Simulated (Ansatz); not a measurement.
CdSe (wurtzite)

```xyz
4
Lattice="4.3400 0.0000 0.0000 -2.1700 3.7585 0.0000 0.0000 0.0000 7.0780" Properties=species:S:1:pos:R:3 pbc="T T T"
Cd     2.1700     1.2528     0.0040
Cd     0.0000     2.5057     3.5430
Se     2.1700     1.2528     4.4212
Se     0.0000     2.5057     0.8822
```

Scan: atom 4 (Se, nearest neighbour Cd at 2.655 Å; its periodic images, 4.3 Å or more away, move with it) is displaced along Cartesian z, direction (0.000, 0.000, 1.000) in Cartesian axes, by s. The other atoms stay.

Calculation: r2SCAN (plane waves to 500 eV, PAW, scalar-relativistic; Ansatz, a program for electronic structure). k mesh 7×7×4 (Γ-centred), Fermi-Dirac smearing 0.05 eV. The energy includes the smearing's −TS. Left out: 1 of 11 points, with atoms too close for the PAW data. CdSe was relaxed with its symmetry unable to fall. ΔE is measured from the undisplaced structure.

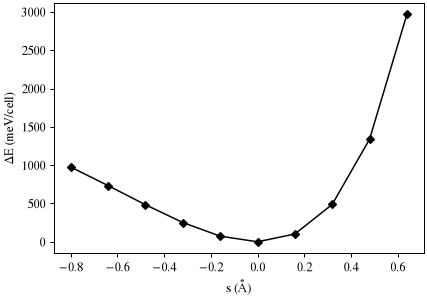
Figure: ΔE (meV/cell) against s (Å); markers are the computed points, lines only join them.

Task: Is the energy the same for displacements of ±0.640 Å, and if not, which side lies higher?

Result: Not even: the positive side lies higher at ±0.640 Å.

Task: What is the energy change at s = 0.640 Å?

Result: About 3000 meV/cell.

(A displaced cell: forces are minus the slopes of the energy, force constants its curvatures, and phonons follow from these.)
